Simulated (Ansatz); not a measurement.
## Electronic structure of CH3BGa (doublet) in real space

The calculation's input:

```
crystal:
  periodic: [false, false, false]
  atoms:
    - {symbol: C, position_ang: [-1.931664, -1.004307, 0.552450]}
    - {symbol: B, position_ang: [-1.922438, 0.408238, 0.190492]}
    - {symbol: Ga, position_ang: [-3.191398, -0.634343, 2.016051]}
    - {symbol: H, position_ang: [-1.272249, 0.845491, -0.720866]}
    - {symbol: H, position_ang: [-2.596437, 1.207094, 0.824487]}
    - {symbol: H, position_ang: [-1.537518, -1.981334, 0.308212]}
basis:
  gaussian: {orbitals: def2-TZVPD}
magnetization: {spin_polarized: true, initial_magnetization: 1}
hamiltonian: {xc: {name: PBE0}}
output: {forces: true, orbitals: {seedname: orbitals}}
```

Launched as:

```sh
ansatz run input.yaml --threads 1 --pin off --max-ram 2610MiB --events-out events.jsonl --progress --plain --runs-dir runs
```

Geometry: B3LYP/6-31G*.

The calculation used isolated molecule in a Gaussian basis; Kohn-Sham density functional theory, functional PBE0 (Ansatz 0.2.0).

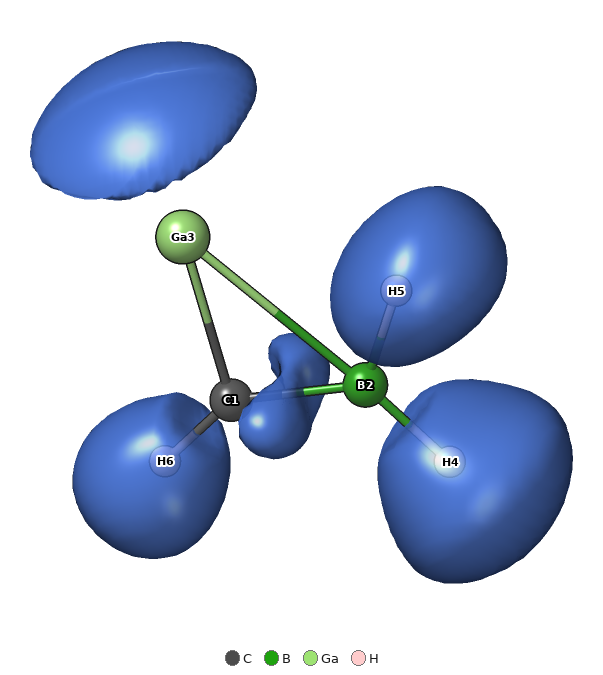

Figure 1. Isosurface of the ELF at 0.85 (blue), seen at a tilt. Only the valence region is drawn (cores and ρ < 0.01 e/Å³ removed).

Question: Where are the electrons localised?

Answer: The ELF exceeds this value in one region between bonded B–C atoms (shared pairs), three regions around hydrogen nuclei and one lobe on Ga, pointing away from the bonds (non-bonding electrons). Profiles from the grid: C–B (1.46 Å): the ELF peaks at about 0.90 between the atoms, as expected for a covalent bond. C–Ga (1.97 Å): the ELF peaks at about 0.75 in the valence shell of C, 0.7 Å from its nucleus, and is about 0.35 at the midpoint.

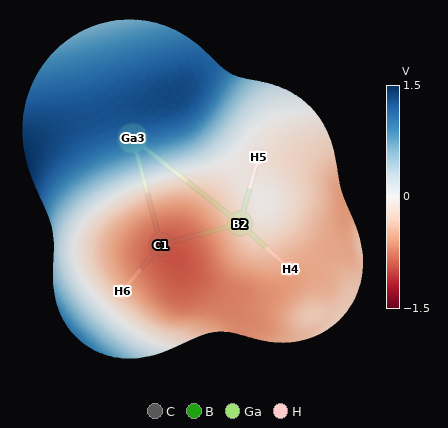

Figure 2. The molecular electrostatic potential painted on the density surface at 0.002 e/bohr³, seen at a tilt; the colour scale runs from red (negative) to blue (positive).

Question: Describe the electrostatic potential map.

Answer: The most negative region (about −0.9 V) lies over the π face of C1, the most positive (about +1.5 V) over Ga3.

Question: How polar is the molecule by this calculation?

Answer: Its dipole moment is 2.41 D.

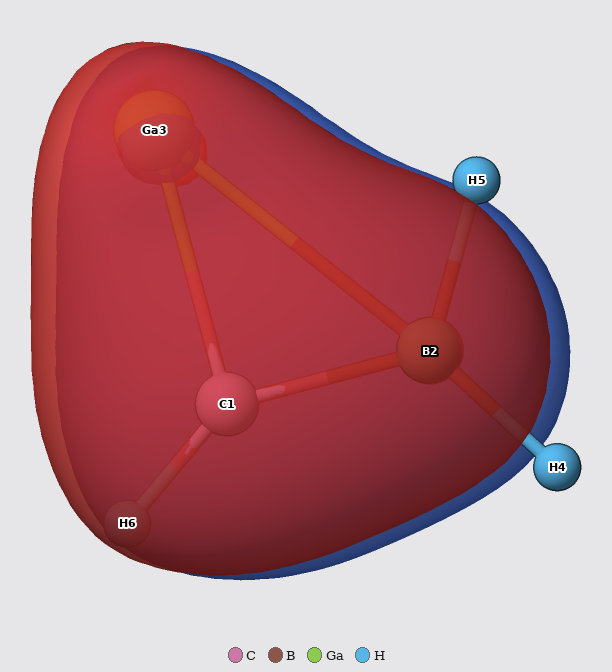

Figure 3. The HOMO (β) at ±0.08 Å⁻³ᐟ² (red and blue are the two phases), seen at a tilt.

Question: Describe this orbital and give its energy.

Answer: By Hirshfeld shares it lies mainly on C1 (about 50 %), B2 (about 25 %) and Ga3 (about 20 %); it changes sign across the molecular plane (π type); π-bonding across C1–B2, C1–Ga3 and B2–Ga3. Its energy is −6.85 eV.
